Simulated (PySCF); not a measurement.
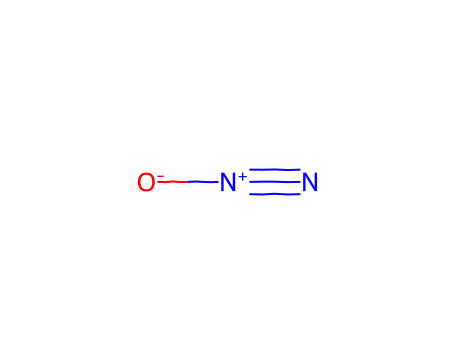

(Drawn from a calculation with PySCF.)

2D structure.

### Write the SMILES.

N#[N+][O-]

### What is the molecular formula?

N2O.

### An optimisation with PBE0-D3(BJ)/def2-TZVP gave a structure of which point group?

C∞v.
